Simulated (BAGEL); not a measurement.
# CH4Si (SMILES C[SiH]), step by step

We compute a single-point energy (HF/def2-SVP), then the energy (NEVPT2(2,2)/def2-SVP), then the energy (CASPT2(2,2)/def2-SVP) of CH4Si. 

The results are computed with BAGEL 1.2.2.

2 further runs of the same task are left out: 2 set aside as unsound or not needed.

## 1. The structure to begin with

CH4Si: 6 atoms, total charge 0, spin state singlet. As SMILES, `C[SiH]`. The Si2–H6 distance was set to 2.909 Å, away from the relaxed value. At this shape a bond of the SMILES string is far longer than usual.

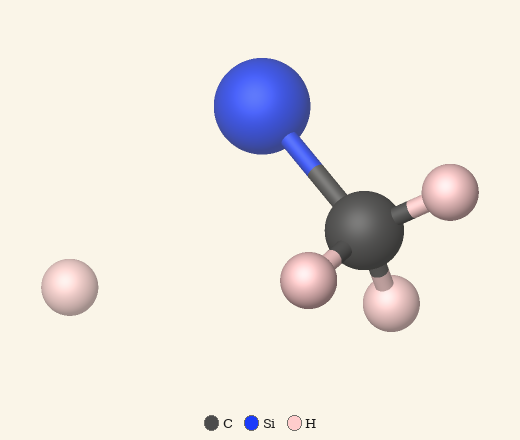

Viewed from a chosen angle; carbon dark grey, silicon blue, hydrogen pink.

## 2. A single-point energy at HF/def2-SVP (density fitting with svp-jkfit) (run 1)

The input, hf.json:

```json
{ "bagel" : [

{
  "title" : "molecule",
  "basis" : "svp",
  "df_basis" : "svp-jkfit",
  "geometry" : [
    { "atom" : "C", "xyz" : [     1.14152119,    -2.91989331,    -0.97476798 ] },
    { "atom" : "Si", "xyz" : [     3.05165636,    -1.83178901,     1.84583724 ] },
    { "atom" : "H", "xyz" : [    -0.86801357,    -3.00323024,    -0.46813240 ] },
    { "atom" : "H", "xyz" : [     1.72450170,    -4.75217176,    -1.71686343 ] },
    { "atom" : "H", "xyz" : [     1.27285716,    -1.50637817,    -2.48749374 ] },
    { "atom" : "H", "xyz" : [     0.26871905,     2.87238371,     2.42640834 ] }
  ]
},

{ "title" : "hf" },

{ "title" : "print", "file" : "orbitals.molden", "orbitals" : true }

]}
```

Command:

```sh
BAGEL_NUM_THREADS=1 BAGEL hf.json > hf.out
```

Log:

```text
* using 1 threads per process

  ===============================================================
  ===============================================================

  *** Geometry ***

  { "atom" : "C", "xyz" : [      1.141521,     -2.919893,     -0.974768 ] },
  { "atom" : "Si", "xyz" : [      3.051656,     -1.831789,      1.845837 ] },
  { "atom" : "H", "xyz" : [     -0.868014,     -3.003230,     -0.468132 ] },
  { "atom" : "H", "xyz" : [      1.724502,     -4.752172,     -1.716863 ] },
  { "atom" : "H", "xyz" : [      1.272857,     -1.506378,     -2.487494 ] },
  { "atom" : "H", "xyz" : [      0.268719,      2.872384,      2.426408 ] },

  Number of auxiliary basis functions:      275

  Since a DF basis is specified, we compute 2- and 3-index integrals:
    o Being stored without compression. Storage requirement is 0.006 GB

  Number of basis functions:       52
  Number of electrons      :       24

    * METHOD: MOLECULE                             0.05

  *** RHF ***

  === Nuclear Repulsion ===
    45.8102197138

      * DIIS with orbital gradients will be used.

  === RHF iteration (svp) ===
      0       -328.68599035          0.01991256           0.01
      1       -328.79366482          0.00974881           0.01
      2       -328.81252185          0.00174026           0.01
      3       -328.81406537          0.00036507           0.01
      4       -328.81414092          0.00013967           0.01
      5       -328.81415533          0.00005384           0.01
      6       -328.81415763          0.00001253           0.01
      7       -328.81415775          0.00000473           0.01
      8       -328.81415777          0.00000109           0.01
      9       -328.81415777          0.00000033           0.01
     10       -328.81415777          0.00000005           0.01
     11       -328.81415777          0.00000002           0.01
     12       -328.81415777          0.00000001           0.01
    * SCF iteration converged.

    * Permanent dipole moment:
           (   -0.599359,     1.770050,     0.689586) a.u.

    * METHOD: HF                                   0.19

    * METHOD: PRINT                                0.00

  ===============================================================
```

It took 0.48 s on 1 thread of Arm Neoverse V2, shared host; peak memory 0.14 GiB.

## 3. A single-point energy at NEVPT2(2,2)/def2-SVP (density fitting with svp-jkfit) (run 2)

The input, job.json:

```json
{ "bagel" : [

{
  "title" : "molecule",
  "basis" : "svp",
  "df_basis" : "svp-jkfit",
  "geometry" : [
    { "atom" : "C", "xyz" : [     1.14152119,    -2.91989331,    -0.97476798 ] },
    { "atom" : "Si", "xyz" : [     3.05165636,    -1.83178901,     1.84583724 ] },
    { "atom" : "H", "xyz" : [    -0.86801357,    -3.00323024,    -0.46813240 ] },
    { "atom" : "H", "xyz" : [     1.72450170,    -4.75217176,    -1.71686343 ] },
    { "atom" : "H", "xyz" : [     1.27285716,    -1.50637817,    -2.48749374 ] },
    { "atom" : "H", "xyz" : [     0.26871905,     2.87238371,     2.42640834 ] }
  ]
},

{
  "title" : "hf"
},

{
  "title" : "nevpt2",
  "nstate" : 1,
  "nact" : 2,
  "nclosed" : 11,
  "active" : [12, 14],
  "maxiter" : 200,
  "natocc" : true,
  "ncore" : 6
},

{
  "title" : "print",
  "file" : "orbitals.molden",
  "orbitals" : true
}

]}
```

Command:

```sh
BAGEL_NUM_THREADS=1 BAGEL job.json > job.out
```

Log:

```text
* using 1 threads per process

  ===============================================================
  ===============================================================

  *** Geometry ***

  { "atom" : "C", "xyz" : [      1.141521,     -2.919893,     -0.974768 ] },
  { "atom" : "Si", "xyz" : [      3.051656,     -1.831789,      1.845837 ] },
  { "atom" : "H", "xyz" : [     -0.868014,     -3.003230,     -0.468132 ] },
  { "atom" : "H", "xyz" : [      1.724502,     -4.752172,     -1.716863 ] },
  { "atom" : "H", "xyz" : [      1.272857,     -1.506378,     -2.487494 ] },
  { "atom" : "H", "xyz" : [      0.268719,      2.872384,      2.426408 ] },

  Number of auxiliary basis functions:      275

  Since a DF basis is specified, we compute 2- and 3-index integrals:
    o Being stored without compression. Storage requirement is 0.006 GB

  Number of basis functions:       52
  Number of electrons      :       24

    * METHOD: MOLECULE                             0.05

  *** RHF ***

  === Nuclear Repulsion ===
    45.8102197138

      * DIIS with orbital gradients will be used.

  === RHF iteration (svp) ===
      0       -328.68599035          0.01991256           0.01
      1       -328.79366482          0.00974881           0.01
      2       -328.81252185          0.00174026           0.01
      3       -328.81406537          0.00036507           0.01
      4       -328.81414092          0.00013967           0.01
      5       -328.81415533          0.00005384           0.01
[... 5 lines of this table left out ...]
     11       -328.81415777          0.00000002           0.01
     12       -328.81415777          0.00000001           0.01
    * SCF iteration converged.

    * Permanent dipole moment:
           (   -0.599359,     1.770050,     0.689586) a.u.

    * METHOD: HF                                   0.20

    * freezing 6 orbitals
  ---------------------------
      CASSCF calculation
  ---------------------------

    ==== Active orbitals : =====
         Orbital 12
         Orbital 14
    ============================

    * nstate   :      1
    * nclosed  :     11
    * nact     :      2
    * nvirt    :     39
  === CASSCF iteration (svp) ===

    * Using the second-order algorithm

      0  0      -328.84513466     7.22e-03      0.01

      1  0      -328.86602752     1.92e-03      0.07

      2  0      -328.86743103     6.86e-04      0.09

[... 21 lines of this table left out ...]

     14  0      -328.86757475     5.33e-09      0.05

    * Second-order optimization converged. *

     guess   0:   closed 1.                   open ..

  === FCI iteration ===

      0  0      -328.80235396     7.41e-02      0.00
      1  0      -328.86038222     2.26e-02      0.00
      2  0 *    -328.86757475     6.46e-16      0.00

     * ci vector, state   0, <S^2> = 0.0000
       2.     0.9125838320
       .2    -0.4088896544

  === DF-NEVPT2 calculation ===

    * 3-index integral transformation done
    * assembly done

      NEVPT2 correlation energy:   -0.2125260572      0.03

          (+0)     -0.1845093492
          (+0)'    -0.0071051759
          (+1)     -0.0050444140
          (+1)'    -0.0000000000
          (+2)     -0.0004176453
          (-1)     -0.0139733277
          (-1)'     0.0000000000
          (-2)     -0.0014761451

      NEVPT2 total energy:       -329.0801008096

    * METHOD: NEVPT2                               1.08

    * METHOD: PRINT                                0.00

  ===============================================================
```

It took 1.6 s on 1 thread of Arm Neoverse V2, shared host; peak memory 0.14 GiB.

## 4. The energy at CASPT2(2,2)/def2-SVP (density fitting with svp-jkfit) (run 3)

The input, input.json:

```json
{ "bagel": [

{
  "title": "molecule",
  "basis": "svp",
  "df_basis": "svp-jkfit",
  "geometry": [
    { "atom": "C", "xyz": [  1.14152119, -2.91989331, -0.97476798 ] },
    { "atom": "Si", "xyz": [  3.05165636, -1.83178901,  1.84583724 ] },
    { "atom": "H", "xyz": [ -0.86801357, -3.00323024, -0.46813240 ] },
    { "atom": "H", "xyz": [  1.72450170, -4.75217176, -1.71686343 ] },
    { "atom": "H", "xyz": [  1.27285716, -1.50637817, -2.48749374 ] },
    { "atom": "H", "xyz": [  0.26871905,  2.87238371,  2.42640834 ] }
  ]
},
{ "title": "hf" },
{ "title": "casscf", "nstate": 1, "nact": 2, "nclosed": 11, "active": [12, 14], "maxiter": 200, "natocc": true },
{ "title": "print", "file": "orbitals.molden", "orbitals": true },
{ "title": "smith", "method": "caspt2", "ms": true, "xms": true, "sssr": true, "shift": 0.2, "shift_imag": true, "ncore": 6 }

]}
```

Command:

```sh
BAGEL_NUM_THREADS=1 BAGEL input.json > input.out
```

Log:

```text
* using 1 threads per process

  ===============================================================
  ===============================================================

  *** Geometry ***

  { "atom" : "C", "xyz" : [      1.141521,     -2.919893,     -0.974768 ] },
  { "atom" : "Si", "xyz" : [      3.051656,     -1.831789,      1.845837 ] },
  { "atom" : "H", "xyz" : [     -0.868014,     -3.003230,     -0.468132 ] },
  { "atom" : "H", "xyz" : [      1.724502,     -4.752172,     -1.716863 ] },
  { "atom" : "H", "xyz" : [      1.272857,     -1.506378,     -2.487494 ] },
  { "atom" : "H", "xyz" : [      0.268719,      2.872384,      2.426408 ] },

  Number of auxiliary basis functions:      275

  Since a DF basis is specified, we compute 2- and 3-index integrals:
    o Being stored without compression. Storage requirement is 0.006 GB

  Number of basis functions:       52
  Number of electrons      :       24

    * METHOD: MOLECULE                             0.05

  *** RHF ***

  === Nuclear Repulsion ===
    45.8102197138

[... 8 lines left out ...]
    * SCF iteration converged.
[... 1 line left out ...]
    * Permanent dipole moment:
[... 27 lines left out ...]
    * Second-order optimization converged. *
[... 9 lines left out ...]
     * ci vector, state   0, <S^2> = 0.0000
[... 16 lines left out ...]
    * Zeroth order energy : state  0       -0.3997896424

    * CASPT2 iteration is performed using orthogonal basis

      -------------------------------------------  CASPT2 iteration  ---------------------------------------------------
       #      aibj      arbs      arbi      airj      risj      airs      arst      rist         Etot      error   time
      ------------------------------------------------------------------------------------------------------------------

       0  -0.18331  -0.00179  -0.01464  -0.00547  -0.00067  -0.00659  -0.00000   0.00000   -0.2124831  0.0009031   0.01
       1  -0.18333  -0.00180  -0.01465  -0.00549  -0.00070  -0.00669  -0.00000  -0.00000   -0.2126666  0.0001581   0.01
       2  -0.18333  -0.00180  -0.01465  -0.00549  -0.00070  -0.00670  -0.00000  -0.00000   -0.2126727  0.0000248   0.01
       3  -0.18333  -0.00180  -0.01465  -0.00549  -0.00070  -0.00670  -0.00000  -0.00000   -0.2126728  0.0000040   0.01
       4  -0.18333  -0.00180  -0.01465  -0.00549  -0.00070  -0.00670   0.00000  -0.00000   -0.2126728  0.0000005   0.01

      ------------------------------------------------------------------------------------------------------------------

    * CASPT2 energy : state  0     -329.0821095826
        w/o shift correction       -329.0802475790
        reference weight              0.9180119502

    * METHOD: SMITH                                0.10

  ===============================================================
```

Wall time 1.6 s (1 thread of Arm Neoverse V2, shared host); peak memory 0.14 GiB.

## 5. What came out

| quantity | value |
| --- | --- |
| run 1, HF/def2-SVP: total energy | -328.81416 Eh |
| run 1, HF/def2-SVP: dipole moment | 5.06 D |
| run 1, HF/def2-SVP: HOMO energy | -7.34 eV |
| run 1, HF/def2-SVP: LUMO energy | -0.11 eV |
| run 1, HF/def2-SVP: HOMO–LUMO gap | 7.23 eV |
| run 2, NEVPT2(2,2)/def2-SVP: total energy | -329.08010 Eh |
| run 3, CASPT2(2,2)/def2-SVP: total energy | -329.08211 Eh |

**Reading.** One bond (run 1, HF/def2-SVP) is far stretched, which a spin-restricted single reference describes badly; a broken-symmetry solution may lie lower.
